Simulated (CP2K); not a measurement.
# PM3 run of C2H3FO2Si (SMILES O[Si]1(F)C=CO1)

What is the energy difference between two shapes of C2H3FO2Si at PM3? 

The calculation is run with CP2K 2026.2.

5 further runs of the same task are left out: 5 set aside as unsound or not needed.

### Step 1. The structure to begin with

The species is C2H3FO2Si (9 atoms), meant as a singlet with charge 0. As SMILES, `O[Si]1(F)C=CO1`. The shape is that of a GFN2-xTB optimisation. This is one conformer, not always the lowest.

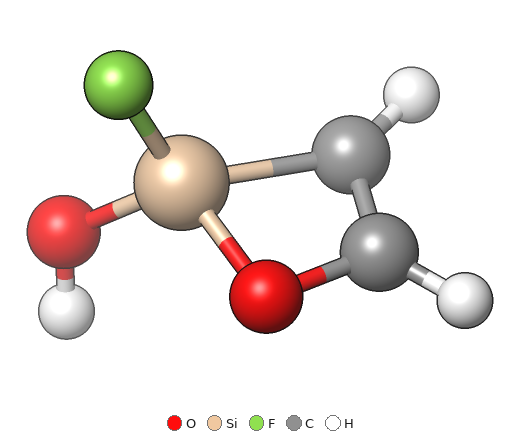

The structure, seen from a chosen angle (oxygen red, silicon light orange, fluorine green, carbon grey, hydrogen white).

### Step 2. Energy and forces at PM3

molecule.pdb

```
HETATM    1 O    MOL A   1       1.534  -0.538  -1.427  1.00  0.00           O
HETATM    2 Si   MOL A   1       0.828  -0.206  -0.024  1.00  0.00          SI
HETATM    3 F    MOL A   1       2.015  -0.322   1.034  1.00  0.00           F
HETATM    4 C    MOL A   1      -0.922  -0.618   0.540  1.00  0.00           C
HETATM    5 C    MOL A   1      -1.131   0.698   0.507  1.00  0.00           C
HETATM    6 O    MOL A   1       0.043   1.292   0.068  1.00  0.00           O
HETATM    7 H    MOL A   1       1.165  -0.241  -2.255  1.00  0.00           H
HETATM    8 H    MOL A   1      -1.575  -1.414   0.832  1.00  0.00           H
HETATM    9 H    MOL A   1      -1.957   1.348   0.726  1.00  0.00           H
END
```

qs.inp

```
&GLOBAL
  PROJECT qs
  RUN_TYPE ENERGY_FORCE
  PRINT_LEVEL MEDIUM
&END GLOBAL

&FORCE_EVAL
  METHOD QUICKSTEP
  &DFT
    &QS
      METHOD PM3
      EPS_DEFAULT 1.0E-10
      &SE
        &COULOMB
          CUTOFF [angstrom] 50
          RC_RANGE [angstrom] 0
        &END COULOMB
        &EXCHANGE
          CUTOFF [angstrom] 50
          RC_RANGE [angstrom] 0
        &END EXCHANGE
      &END SE
    &END QS
    &POISSON
      PERIODIC NONE
      POISSON_SOLVER ANALYTIC
    &END POISSON
    &SCF
      SCF_GUESS ATOMIC
      EPS_SCF 1.0E-06
      MAX_SCF 80
      &DIAGONALIZATION
        ALGORITHM STANDARD
      &END DIAGONALIZATION
      &MIXING
        METHOD DIRECT_P_MIXING
        ALPHA 0.4
      &END MIXING
    &END SCF
    &PRINT
      &MOMENTS
        PERIODIC F
        REFERENCE COM
        MAX_MOMENT 1
      &END MOMENTS
      &MO ON
        ENERGIES T
        OCCUPATION_NUMBERS T
        NDIGITS 6
        &EACH
          QS_SCF 0
        &END EACH
        ADD_LAST NUMERIC
      &END MO
      &HIRSHFELD OFF
      &END HIRSHFELD
    &END PRINT
  &END DFT
  &SUBSYS
    &CELL
      ABC 16 14.8 15.3
      PERIODIC NONE
    &END CELL
    &TOPOLOGY
      COORD_FILE_NAME molecule.pdb
      COORD_FILE_FORMAT PDB
      CONN_FILE_FORMAT OFF
      &CENTER_COORDINATES
      &END CENTER_COORDINATES
    &END TOPOLOGY
  &END SUBSYS
  &PRINT
    &FORCES ON
    &END FORCES
  &END PRINT
&END FORCE_EVAL
```

On the command line:

```
$ OMP_NUM_THREADS=1 cp2k.psmp qs.inp > qs.out
```

Log:

```text
CP2K| version string:                                       CP2K version 2026.2
[...]
 GLOBAL| Method name                                                        CP2K
[...]
 GLOBAL| Run type                                                   ENERGY_FORCE
[...]
                             - Atoms:                                          9
[...]
                             - Spherical basis functions:                     27
[...]
 Number of electrons:                                                         34
[...]
     1 P_Mix/Diag. 0.40E+00    0.0     0.84737163       -43.9501244761 -4.40E+01
[...]
    17 DIIS/Diag.  0.81E-07    0.0     0.00000016       -50.9465343205 -2.42E-12
  *** SCF run converged in    17 steps ***
  Core-core repulsion energy [eV]:                           2615.34948510289496
  Core Hamiltonian energy [eV]:                             -2312.11263544452095
  Two-electron integral energy [eV]:                        -3379.12510242741746
  Electronic energy [eV]:                                   -4001.67518665822990
  Total energy [eV]:                                        -1386.32570155533472
  Atomic reference energy [eV]:                              1377.95347222271494
  Heat of formation [kcal/mol]:                              -193.06821028126262
[...]
 SE_DIPOLE| Moment [Debye]          1.45872432       0.41705781       1.26096912
 SE_DIPOLE| Derivative [a.u.]       0.00000000       0.00000000       0.00000000
 ENERGY| Total FORCE_EVAL ( QS ) energy [hartree]            -50.946534320462938
 FORCES| Atomic forces [hartree/bohr]
 FORCES|   Atom     x               y               z               |f|
 FORCES|      1  1.68228828E-02 -8.98824668E-03 -4.98461216E-02   5.33707205E-02
 FORCES|      2  8.73209271E-03 -2.09056333E-02  4.52778862E-02   5.06298521E-02
 FORCES|      3 -8.51555486E-03 -2.22067904E-03 -6.90378022E-03   1.11851809E-02
 FORCES|      4  4.92557691E-03 -2.30285856E-02  8.88930173E-04   2.35662313E-02
 FORCES|      5  2.58613297E-03  1.63726732E-02 -3.59074201E-03   1.69601280E-02
 FORCES|      6 -1.72313448E-02  4.20079276E-02  1.91673407E-03   4.54451218E-02
 FORCES|      7  2.78952046E-03 -4.01335918E-03  9.34156912E-03   1.05429308E-02
 FORCES|      8 -2.45408666E-03 -4.93569103E-03  7.12687761E-04   5.55801324E-03
 FORCES|      9 -7.65521957E-03  5.71159396E-03  2.20283655E-03   9.80189681E-03
 FORCES| Sum     5.82867088E-16  2.63677968E-16 -4.57966998E-16
 FORCES| Total atomic force                                       7.86761644E-16
[...]
```

It took 0.2 s on 1 thread of Arm Neoverse V2, shared host.

### Step 3. The distorted shape, same level

Changes to molecule.pdb since step 2:

```diff
@@ -1,3 +1,3 @@
 HETATM    1 O    MOL A   1       1.534  -0.538  -1.427  1.00  0.00           O
-HETATM    2 Si   MOL A   1       0.828  -0.206  -0.024  1.00  0.00          SI
+HETATM    2 Si   MOL A   1       1.102  -0.731  -0.057  1.00  0.00          SI
 HETATM    3 F    MOL A   1       2.015  -0.322   1.034  1.00  0.00           F
```

molecule.inp

```
&FORCE_EVAL
 METHOD QS
 &DFT
  &QS
   METHOD PM3
   EPS_DEFAULT 1.0E-10
   &SE
    &COULOMB
     CUTOFF [angstrom] 50
     RC_RANGE [angstrom] 0
    &END COULOMB
    &EXCHANGE
     CUTOFF [angstrom] 50
     RC_RANGE [angstrom] 0
    &END EXCHANGE
   &END SE
  &END QS
  &POISSON
   PERIODIC NONE
   POISSON_SOLVER ANALYTIC
  &END POISSON
  &SCF
   SCF_GUESS ATOMIC
   EPS_SCF 1.0E-06
   MAX_SCF 80
   &DIAGONALIZATION
    ALGORITHM STANDARD
   &END DIAGONALIZATION
   &MIXING
    METHOD DIRECT_P_MIXING
    ALPHA 0.4
   &END MIXING
  &END SCF
  &PRINT
   &MOMENTS
    PERIODIC F
    REFERENCE COM
    MAX_MOMENT 1
   &END MOMENTS
   &MO ON
    ENERGIES T
    OCCUPATION_NUMBERS T
    NDIGITS 6
    &EACH
     QS_SCF 0
    &END EACH
    ADD_LAST NUMERIC
   &END MO
   &HIRSHFELD OFF
   &END HIRSHFELD
  &END PRINT
 &END DFT
 &SUBSYS
  &CELL
   ABC 16 14.8 15.3
   PERIODIC NONE
  &END CELL
  &TOPOLOGY
   COORD_FILE_NAME molecule.pdb
   COORD_FILE_FORMAT PDB
   CONN_FILE_FORMAT OFF
   &CENTER_COORDINATES
   &END CENTER_COORDINATES
  &END TOPOLOGY
 &END SUBSYS
 &PRINT
  &FORCES ON
  &END FORCES
 &END PRINT
&END FORCE_EVAL
&GLOBAL
 PROJECT molecule
 RUN_TYPE ENERGY_FORCE
 PRINT_LEVEL MEDIUM
&END GLOBAL
```

On the command line:

```
$ OMP_NUM_THREADS=1 cp2k.psmp -i molecule.inp -o molecule.out
```

Log:

```text
CP2K| version string:                                       CP2K version 2026.2
[...]
 GLOBAL| Method name                                                        CP2K
[...]
 GLOBAL| Run type                                                   ENERGY_FORCE
[...]
                             - Atoms:                                          9
[...]
                             - Spherical basis functions:                     27
[...]
 Number of electrons:                                                         34
[...]
     1 P_Mix/Diag. 0.40E+00    0.0     0.86487661       -43.9427449457 -4.39E+01
[...]
    18 DIIS/Diag.  0.19E-06    0.0     0.00000066       -50.8276574094 -4.13E-12
  *** SCF run converged in    18 steps ***
  Core-core repulsion energy [eV]:                           2589.70119825519623
  Core Hamiltonian energy [eV]:                             -2312.58904744157417
  Two-electron integral energy [eV]:                        -3320.40609421891668
  Electronic energy [eV]:                                   -3972.79209455103273
  Total energy [eV]:                                        -1383.09089629583582
  Atomic reference energy [eV]:                              1377.95347222271494
  Heat of formation [kcal/mol]:                              -118.47182295744983
[...]
 SE_DIPOLE| Moment [Debye]         -1.29215362       4.15060875       2.00610610
 SE_DIPOLE| Derivative [a.u.]       0.00000000       0.00000000       0.00000000
 ENERGY| Total FORCE_EVAL ( QS ) energy [hartree]            -50.827657409368129
 FORCES| Atomic forces [hartree/bohr]
 FORCES|   Atom     x               y               z               |f|
 FORCES|      1  5.48084904E-02  1.13164590E-02 -1.41738139E-01   1.52386787E-01
 FORCES|      2 -1.65859094E-01  4.01166415E-02  9.98885006E-02   1.97727834E-01
 FORCES|      3  5.41807880E-02 -6.99193786E-05  4.49672642E-02   7.04103510E-02
 FORCES|      4  1.38352078E-02 -3.73369961E-02 -4.75306648E-04   3.98207254E-02
 FORCES|      5  8.53053676E-02  1.87521916E-02 -3.02471892E-02   9.24312873E-02
 FORCES|      6 -3.38248153E-02 -2.11481756E-02  1.15910972E-02   4.15417500E-02
 FORCES|      7  9.32724764E-04 -7.73329494E-03  1.26570856E-02   1.48618856E-02
 FORCES|      8 -4.19344323E-04 -6.43591183E-03  3.84339389E-04   6.46100051E-03
 FORCES|      9 -8.95932510E-03  2.53900578E-03  2.97234805E-03   9.77501455E-03
 FORCES| Sum     2.44249065E-15  9.71445147E-17 -1.04083409E-15
 FORCES| Total atomic force                                       2.65679003E-15
[...]
```

It took 0.2 s on 1 thread of Arm Neoverse V2, shared host.

### Step 4. What came out

Level: PM3.

| quantity | value |
| --- | --- |
| first shape: total energy | -50.94653 Eh |
| first shape: dipole moment | 1.97 D |
| first shape: HOMO energy | -9.11 eV |
| first shape: heat of formation at this unrelaxed shape | -193.1 kcal/mol |
| first shape: largest force on an atom | 2.744 eV/Å |
| distorted shape: total energy | -50.82766 Eh |
| distorted shape: dipole moment | 4.79 D |
| distorted shape: HOMO energy | -7.83 eV |
| distorted shape: heat of formation at this unrelaxed shape | -118.5 kcal/mol |
| distorted shape: largest force on an atom | 10.168 eV/Å |
| energy change with the atoms displaced | 3.235 eV |

**Reading.** With the atoms displaced the energy rises by 3.23 eV (312 kJ/mol). The first shape isn't relaxed at this level, so the change isn't measured from a minimum. The largest force (first shape) is 2.74 eV/Å: the shape isn't a stationary point for this species at this level.
